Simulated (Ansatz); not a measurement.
## Molecular dynamics, with input and output: TiSiNH₈ClO₂ (part 3 of 3)

TiSiNH₈ClO₂; RKS PBE/def2-SVP (Ansatz 0.2.0). It belongs to a series of runs on one base structure; here: dynamics from the highest image of the converged band.

Geometry of the input (Å):
```
Ti -0.0198  -0.5048  0.3632
N  0.2415  -0.1134  2.3494
H  -0.4379  0.2903  3.0015
H  1.1889  -0.1112  2.7432
O  1.6888  -0.7732  -0.0758
Si 2.8622  -1.1243  -1.2397
H  2.3377  -2.1799  -2.1702
H  3.2051  0.1211  -2.0085
H  4.0894  -1.6244  -0.5303
O  -0.7014  1.0678  -0.1736
H  -1.3056  1.1026  -0.9396
Cl -1.0919  -1.7075  -1.2643
H  -0.8090  -1.9221  1.3843
H  -0.3434  -1.3518  2.0496
```

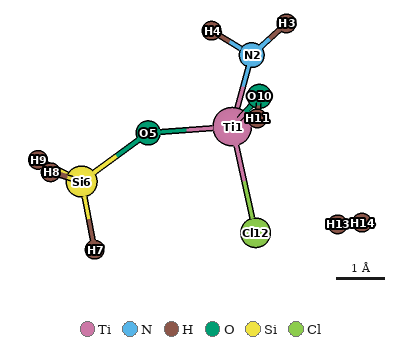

Fig. 1: The geometry at step 114 of the log (ball-and-stick view, seen at a tilt; atoms are numbered from 1 in the order of the input).

### Trajectory as extended XYZ, continued
```
14
Properties=species:S:1:pos:R:3:forces:R:3 step=14 time_fs=7.0 energy=-49199.80791 temperature=230.8
Ti   -0.0264   -0.4998    0.3665    1.4854   0.0772   0.9269
N     0.2579   -0.0586    2.3696   -2.4972  -0.0202  -1.6297
H    -0.4796    0.1310    3.0835    0.7003  -0.1757  -0.4552
H     1.1745   -0.0361    2.7328    1.7098  -0.0045   0.8210
O     1.7146   -0.7591   -0.0873   -1.2605   0.1702   0.4735
Si    2.8444   -1.1401   -1.2432    0.8799  -0.1261  -0.3304
H     2.3546   -2.1959   -2.2215    0.0671   0.1169   0.3107
H     3.2395    0.0801   -2.0226   -0.0806   0.0877  -0.0905
H     4.0859   -1.5572   -0.4692   -0.2092  -0.1507  -0.2574
O    -0.7002    1.0369   -0.1419   -0.7498   1.0333  -0.6644
H    -1.3248    1.1932   -0.8901    0.4151  -0.1920   0.3293
Cl   -1.0794   -1.7110   -1.2772   -0.0529  -0.0724   0.0578
H    -0.9273   -1.9415    1.2802   -0.3198  -0.4587  -0.2379
H    -0.4848   -1.5129    1.8320   -0.0876  -0.2851   0.7463
14
Properties=species:S:1:pos:R:3:forces:R:3 step=29 time_fs=14.5 energy=-49200.02238 temperature=368.2
Ti   -0.0190   -0.4945    0.3806    1.1171  -0.2367   1.6644
N     0.2602   -0.0042    2.3452   -0.5786  -0.5443  -0.4932
H    -0.4051   -0.0684    3.1480    0.2324   0.1016  -0.6489
H     1.1958    0.0178    2.7749    0.0872  -0.1226  -0.2815
O     1.7058   -0.7393   -0.0870   -0.7618   0.0808   0.0298
Si    2.8390   -1.1557   -1.2519    0.4337   0.6492  -0.1038
H     2.3740   -2.2167   -2.1844   -0.1868  -0.2420  -0.0417
H     3.2315    0.0610   -2.0675   -0.1351  -0.1261   0.0724
H     4.0453   -1.5725   -0.4863    0.2485  -0.2343   0.0344
O    -0.7117    1.0325   -0.1162   -0.7408   1.1820  -0.6345
H    -1.3039    1.2391   -0.8753    0.4104  -0.2496   0.2082
Cl   -1.0667   -1.7157   -1.2902   -0.0257  -0.0490   0.1708
H    -1.1181   -2.1002    1.1652   -0.1774  -0.2994  -0.1234
H    -0.7368   -1.8520    1.8087    0.0768   0.0904   0.1471
14
Properties=species:S:1:pos:R:3:forces:R:3 step=43 time_fs=21.5 energy=-49200.09107 temperature=413.1
Ti   -0.0016   -0.4911    0.4091   -0.3450   0.5119   0.6349
N     0.2523    0.0274    2.2930    1.7075  -0.8287  -0.3049
H    -0.3490   -0.2084    3.0758   -0.5674   0.0755   0.4256
H     1.2464    0.0150    2.7009   -1.4052  -0.0059  -0.8070
O     1.6762   -0.7186   -0.0858    0.7738  -0.1677  -0.6464
Si    2.8416   -1.1629   -1.2610   -0.1686  -0.6659   0.4530
H     2.3241   -2.3082   -2.1408    0.0644   0.4248   0.3183
H     3.1725    0.0181   -2.0995    0.0820   0.2202  -0.1282
H     4.0768   -1.6744   -0.5137   -0.3435   0.2458  -0.2170
O    -0.7355    1.0589   -0.1002   -0.0285   0.2841   0.0641
H    -1.2225    1.2098   -0.9287    0.0975  -0.1644  -0.2433
Cl   -1.0551   -1.7206   -1.3000    0.0517   0.0085   0.3836
H    -1.3182   -2.3398    1.0849    0.2419   0.0872   0.4178
H    -0.9988   -2.1820    1.7974   -0.1607  -0.0255  -0.3505
14
Properties=species:S:1:pos:R:3:forces:R:3 step=57 time_fs=28.5 energy=-49200.06329 temperature=394.8
Ti    0.0130   -0.4829    0.4430   -1.1288   0.9561  -1.4120
N     0.2470    0.0277    2.2299    0.0909  -0.8248  -0.1210
H    -0.3767   -0.2492    2.9816   -0.1898   0.1763   0.6266
H     1.2336    0.0047    2.5069    0.0325   0.0367   0.3616
O     1.6663   -0.7019   -0.1014    1.1543  -0.0928  -0.4621
Si    2.8410   -1.1748   -1.2640   -0.8246   0.8253   0.1404
H     2.2628   -2.2944   -2.0174   -0.2596  -0.3810  -0.4509
H     3.1376    0.0248   -2.1555    0.0302  -0.3263   0.2345
H     4.0382   -1.7028   -0.5908    0.5108   0.0421   0.3555
O    -0.7625    1.0945   -0.0877    0.4482  -0.4740   0.3929
H    -1.0609    1.0978   -1.0117   -0.0499  -0.0846  -0.3957
Cl   -1.0428   -1.7255   -1.3046    0.1010   0.0623   0.5976
H    -1.4874   -2.5853    1.0308    0.2908   0.1688   0.7202
H    -1.2633   -2.4908    1.7938   -0.2060  -0.0842  -0.5877
14
Properties=species:S:1:pos:R:3:forces:R:3 step=71 time_fs=35.5 energy=-49199.92488 temperature=306.2
Ti    0.0174   -0.4659    0.4627   -0.7544   0.5345  -3.4118
N     0.2397   -0.0024    2.1788   -1.9493  -0.7237   2.4078
H    -0.3839   -0.1574    3.0065    0.5038   0.3999  -0.5624
H     1.1953    0.0108    2.4485    1.5935   0.1300   0.7167
O     1.6869   -0.6872   -0.1289    0.0589   0.3001   0.4188
Si    2.8288   -1.1811   -1.2638   -0.1761  -1.1527   0.0136
H     2.1502   -2.3460   -2.0180    0.4622   0.4792   0.1951
H     3.1308   -0.0466   -2.1588    0.1682   0.3166  -0.3020
H     4.1157   -1.6761   -0.5729   -0.5270   0.2548  -0.2093
O    -0.7811    1.1174   -0.0787    0.6858  -0.9504  -0.3047
H    -0.8552    0.9502   -1.0509   -0.2250   0.2539   0.1676
Cl   -1.0292   -1.7294   -1.3013    0.1250   0.1200   0.7706
H    -1.6121   -2.7954    1.0197    0.0938   0.0495   0.6246
H    -1.5372   -2.8017    1.8091   -0.0594  -0.0118  -0.5246
14
Properties=species:S:1:pos:R:3:forces:R:3 step=86 time_fs=43.0 energy=-49200.06888 temperature=398.5
Ti    0.0148   -0.4421    0.4492    0.1764   0.0119  -2.4809
N     0.2296   -0.0568    2.2015   -0.2342  -0.0474   2.7600
H    -0.3676    0.0917    3.0538    0.3036  -0.1004  -0.9075
H     1.2092    0.0525    2.5140   -0.0775  -0.0927  -0.1090
O     1.7104   -0.6617   -0.1452   -0.9535   0.5563   0.9071
Si    2.8123   -1.1988   -1.2659    0.2772   1.0346  -0.8483
H     2.1817   -2.2910   -2.0040   -0.1522  -0.6621  -0.3892
H     3.1759   -0.0623   -2.2328   -0.1646  -0.3324   0.2576
H     4.0618   -1.5681   -0.5886    0.4826  -0.3172   0.3373
O    -0.7800    1.1137   -0.0765    0.6487  -0.6755  -0.7910
H    -0.7431    0.9112   -1.0554   -0.4145   0.5122   0.4137
Cl   -1.0127   -1.7319   -1.2864    0.1100   0.1111   0.8176
H    -1.7263   -2.9969    1.0608   -0.0727  -0.0713   0.4183
H    -1.8331   -3.1408    1.8247    0.0708   0.0729  -0.3856
14
Properties=species:S:1:pos:R:3:forces:R:3 step=100 time_fs=50.0 energy=-49200.27436 temperature=531.2
Ti    0.0136   -0.4197    0.4124    0.5938  -0.4903   0.2156
N     0.2215   -0.1147    2.2905    1.4384  -0.2808  -0.6703
H    -0.3955    0.3218    2.9678   -0.3453   0.1433   0.3147
H     1.2377    0.0667    2.5601   -1.3800  -0.3680  -0.1949
O     1.7081   -0.6227   -0.1365   -0.2344   0.1607   0.0124
Si    2.8016   -1.2072   -1.2794    0.3949  -0.8511   0.1426
H     2.2179   -2.3999   -2.0732    0.2430   0.4781   0.5095
H     3.1689   -0.1554   -2.2457    0.0149   0.4491  -0.3308
H     4.0957   -1.5662   -0.5228   -0.5458  -0.0281  -0.2888
O    -0.7607    1.0936   -0.0849   -0.0394   0.5813  -0.7906
H    -0.8223    1.0710   -1.0728   -0.1632   0.2128   0.3553
Cl   -0.9958   -1.7327   -1.2613    0.0317  -0.0028   0.7337
H    -1.8457   -3.1891    1.1401   -0.0052   0.0161  -0.0859
H    -2.0963   -3.4514    1.8168   -0.0034  -0.0205   0.0776
14
Properties=species:S:1:pos:R:3:forces:R:3 step=114 time_fs=57.0 energy=-49200.24430 temperature=511.6
Ti    0.0179   -0.4018    0.3766    0.4914  -0.5107   1.6513
N     0.2101   -0.1781    2.3653   -0.1448  -0.7652  -2.1732
H    -0.4104    0.4766    2.8273   -0.3926   0.3303   0.3650
H     1.1762    0.0046    2.6541    0.0905  -0.1085   0.1785
O     1.6991   -0.5790   -0.1270    0.7347  -0.3034  -0.8447
Si    2.7966   -1.2212   -1.2929   -0.2120   1.3565   0.2753
H     2.3056   -2.4050   -1.9940   -0.4966  -0.5546  -0.2636
H     3.1413   -0.1388   -2.3252   -0.1491  -0.3160   0.3809
H     3.9918   -1.5995   -0.5271    0.5572  -0.0990   0.2564
O    -0.7419    1.0897   -0.1106   -0.3116   1.0489  -0.0398
H    -0.9812    1.3265   -1.0179   -0.0898   0.1366  -0.3285
Cl   -0.9785   -1.7336   -1.2265   -0.0748  -0.2176   0.5673
H    -1.9882   -3.3950    1.2303    0.2301   0.2505  -0.4387
H    -2.3399   -3.7497    1.7949   -0.2326  -0.2478   0.4140
14
Properties=species:S:1:pos:R:3:forces:R:3 step=129 time_fs=64.5 energy=-49200.21006 temperature=490.0
Ti    0.0275   -0.3870    0.3548    0.2095   0.5152   1.4675
N     0.1811   -0.2562    2.3830   -2.1233   0.5250  -2.2236
H    -0.3926    0.5779    2.6784    0.3494  -0.8065  -0.0952
H     1.0781   -0.1300    2.8084    1.2045  -0.1007   0.4741
O     1.7113   -0.5411   -0.1422    0.6671  -0.3569  -0.7318
Si    2.7886   -1.2226   -1.3004   -0.1855  -0.9350   1.0837
H     2.2339   -2.5171   -1.9400    0.0729   0.6880   0.2604
H     3.0679   -0.1915   -2.3099    0.1888   0.3319  -0.4044
H     4.0240   -1.6484   -0.4908   -0.3116   0.2920  -0.4077
O    -0.7340    1.1206   -0.1531    0.1765   0.1328   0.5344
H    -1.1325    1.5990   -0.8882   -0.0929   0.1194  -0.3672
Cl   -0.9612   -1.7380   -1.1808   -0.1618  -0.4181   0.4384
H    -2.1600   -3.6254    1.3206    0.3646   0.3886  -0.4302
H    -2.5828   -4.0576    1.7648   -0.3583  -0.3758   0.4015
14
Properties=species:S:1:pos:R:3:forces:R:3 step=143 time_fs=71.5 energy=-49200.35335 temperature=582.0
Ti    0.0391   -0.3685    0.3489    0.2824   1.2867   0.4169
N     0.1339   -0.3267    2.3354   -0.5922   0.9263  -1.1496
H    -0.3756    0.5639    2.5949    0.3917  -0.9265   0.0405
H     0.9911   -0.3629    2.9198   -0.3369  -0.1624  -0.3467
O     1.7408   -0.5157   -0.1768   -0.3548   0.0498   0.2613
Si    2.7779   -1.2299   -1.2935    0.0444   0.9448  -0.3134
H     2.1430   -2.4381   -1.8347   -0.2437  -0.4858  -0.3176
H     3.0556   -0.1869   -2.3828    0.0085  -0.4284   0.2675
H     4.0154   -1.5980   -0.5741    0.4491  -0.0718   0.1316
O    -0.7280    1.1620   -0.1894    0.3597  -0.3729   0.6445
H    -1.2194    1.7929   -0.7457    0.1786  -0.2691   0.0103
Cl   -0.9472   -1.7477   -1.1321   -0.1998  -0.5111   0.3826
H    -2.3339   -3.8468    1.3960    0.4598   0.5006  -0.3732
H    -2.7930   -4.3325    1.7316   -0.4469  -0.4801   0.3453
14
Properties=species:S:1:pos:R:3:forces:R:3 step=157 time_fs=78.5 energy=-49200.49144 temperature=671.2
Ti    0.0532   -0.3380    0.3468    0.1095   1.2458  -1.0242
N     0.0760   -0.3866    2.2407    1.1414  -1.0115   0.2075
H    -0.3728    0.4313    2.6194   -0.5864   0.7186   0.6012
H     0.8198   -0.7017    2.9290   -0.9361   0.2460  -0.9972
O     1.7619   -0.4889   -0.2046   -0.6463   0.3822   0.8763
Si    2.7682   -1.2298   -1.2893    0.4077  -0.8328  -0.4958
H     2.0057   -2.4561   -1.8104    0.4735   0.2740   0.1462
H     3.0621   -0.3006   -2.4070    0.0531   0.2210  -0.3472
H     4.1162   -1.5560   -0.6484   -0.4089  -0.0714  -0.0616
O    -0.7107    1.1919   -0.2063    0.1732  -0.1414   0.5865
H    -1.2518    1.9004   -0.6193    0.3972  -0.5781   0.1683
Cl   -0.9358   -1.7640   -1.0781   -0.1933  -0.4755   0.3647
H    -2.5131   -4.0674    1.4588    0.3244   0.3711  -0.1951
H    -2.9920   -4.5989    1.6980   -0.3089  -0.3479   0.1703
14
Properties=species:S:1:pos:R:3:forces:R:3 step=171 time_fs=85.5 energy=-49200.63980 temperature=766.1
Ti    0.0684   -0.2957    0.3348   -0.1115   0.4755  -2.1831
N     0.0171   -0.4451    2.1469    0.0493  -0.4819   1.3446
H    -0.4313    0.2615    2.7195   -0.4194   0.3971   0.3145
H     0.5458   -1.0604    2.7767    0.0875  -0.0889  -0.1653
O     1.7668   -0.4524   -0.2096    0.2909   0.1251   0.3222
Si    2.7646   -1.2371   -1.2947    0.2507   0.3460  -0.8420
H     2.0222   -2.4369   -1.7608    0.0275  -0.3726  -0.0568
H     3.0758   -0.3741   -2.5157   -0.1646  -0.0725   0.2930
H     4.1062   -1.5561   -0.7145    0.0201  -0.1212   0.2640
O    -0.6801    1.2075   -0.1998   -0.0973   0.4526   0.4199
H    -1.2453    1.9318   -0.5276    0.2198  -0.3112   0.0102
Cl   -0.9269   -1.7867   -1.0194   -0.1678  -0.3696   0.2998
H    -2.6949   -4.2853    1.5091    0.0466   0.0625  -0.0460
H    -3.1812   -4.8572    1.6652   -0.0318  -0.0408   0.0250
14
Properties=species:S:1:pos:R:3:forces:R:3 step=186 time_fs=93.0 energy=-49200.67310 temperature=788.1
Ti    0.0836   -0.2460    0.3003   -0.0479  -0.9293  -1.0068
N    -0.0520   -0.5155    2.1045   -1.0603   1.0097   1.5117
H    -0.5593    0.0460    2.8365    0.4987  -0.6074  -0.7712
H     0.2555   -1.3947    2.4937    0.3770  -0.6451   0.4511
O     1.7820   -0.4100   -0.2058    1.1003  -0.3229  -0.5315
Si    2.7642   -1.2422   -1.3132   -0.1748  -0.5153   0.3651
H     2.0819   -2.5453   -1.7156    0.1146   0.3059   0.0960
H     3.0281   -0.4469   -2.5452    0.0069   0.2472  -0.1306
H     4.0878   -1.6051   -0.6707   -0.1490   0.1608  -0.0136
O    -0.6451    1.2328   -0.1761   -0.4584   1.3101   0.0509
H    -1.2265    1.9375   -0.4865   -0.0986   0.1559  -0.1727
Cl   -0.9199   -1.8162   -0.9521   -0.1195  -0.1856   0.1669
H    -2.8949   -4.5204    1.5499   -0.0514  -0.0609  -0.0160
H    -3.3713   -5.1213    1.6323    0.0625   0.0769   0.0009
14
Properties=species:S:1:pos:R:3:forces:R:3 step=200 time_fs=100.0 energy=-49200.64289 temperature=768.5
Ti    0.0974   -0.2080    0.2579    0.0036  -1.2254   0.8219
N    -0.1245   -0.5923    2.1053   -0.5722   0.0604   0.2714
H    -0.6806   -0.1961    2.9097    0.6213  -0.4100  -1.0040
H     0.0124   -1.6129    2.2396    0.0780   0.3386   0.2668
O     1.8254   -0.3787   -0.2155    0.2998  -0.2612  -0.4400
Si    2.7619   -1.2514   -1.3266    0.1566   0.0203   0.4363
H     2.1498   -2.5840   -1.6597   -0.1743   0.0816  -0.0844
H     2.9741   -0.4376   -2.5846    0.0428  -0.0968   0.1541
H     4.0506   -1.5934   -0.6167    0.0722   0.1930  -0.2082
O    -0.6270    1.2954   -0.1527   -0.0951   0.7823   0.1049
H    -1.2127    1.9639   -0.5061   -0.3898   0.5117  -0.3258
Cl   -0.9150   -1.8465   -0.8871   -0.0501  -0.0049   0.0167
H    -3.0797   -4.7351    1.5762   -0.2856  -0.3849   0.0011
H    -3.5451   -5.3648    1.6061    0.2929   0.3952  -0.0107
```
